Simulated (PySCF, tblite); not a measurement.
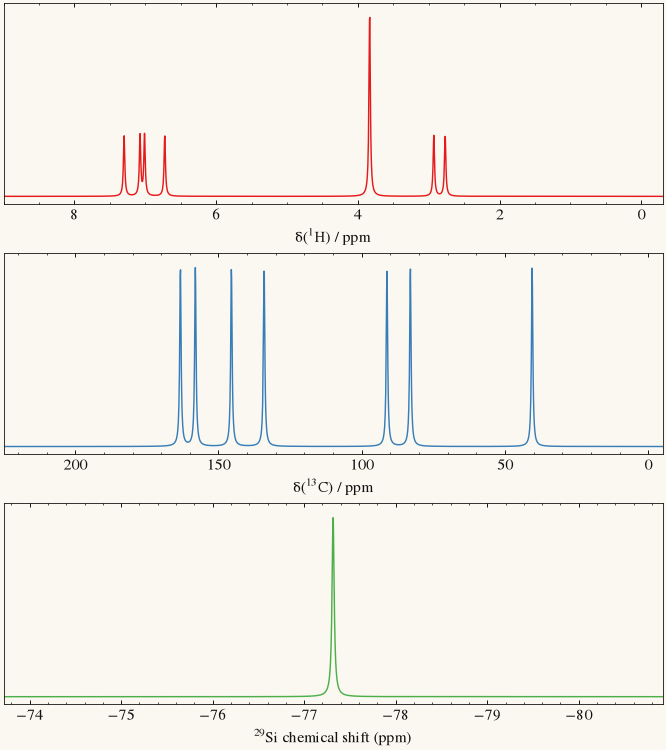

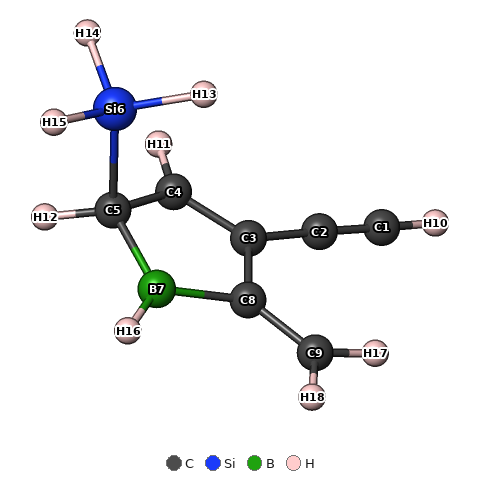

Spectrum and numbered structure of C₇H₉BSi, SMILES C#CC1=C[C@H]([SiH3])BC1=C. GIAO shifts, PBE0/pcSseg-1, PySCF 2.14.0, at a GFN2-xTB geometry (a minimum by its frequencies), against TMS for ¹H, TMS for ¹³C and TMS for ²⁹Si computed at the same level. Gas phase, fully decoupled, line heights follow the number of nuclei, widths are arbitrary (no quadrupolar broadening); values of one conformer, averaged over methyl-type rotors and exact or near symmetry.

Which atoms give which ¹H line?

| δ (ppm) | nuclei | atoms |
| --- | --- | --- |
| 7.30 | 1 | H16 |
| 7.07 | 1 | H17 |
| 7.01 | 1 | H11 |
| 6.73 | 1 | H18 |
| 3.83 | 3 | H13, H14, H15 |
| 2.93 | 1 | H10 |
| 2.77 | 1 | H12 |

The order of signals that lie close, as those under 0.08 ppm apart, is within the error of the method.

Which ¹³C nuclei are the least shielded, and which the most?

Least shielded: C8 at 163.3 ppm. Most shielded: C5 at 40.5 ppm.

Where does the ²⁹Si line lie?

At −77.3 ppm (Si6).

Known limits of this run: the tight-binding geometry is rougher than a DFT one and adds to the error.
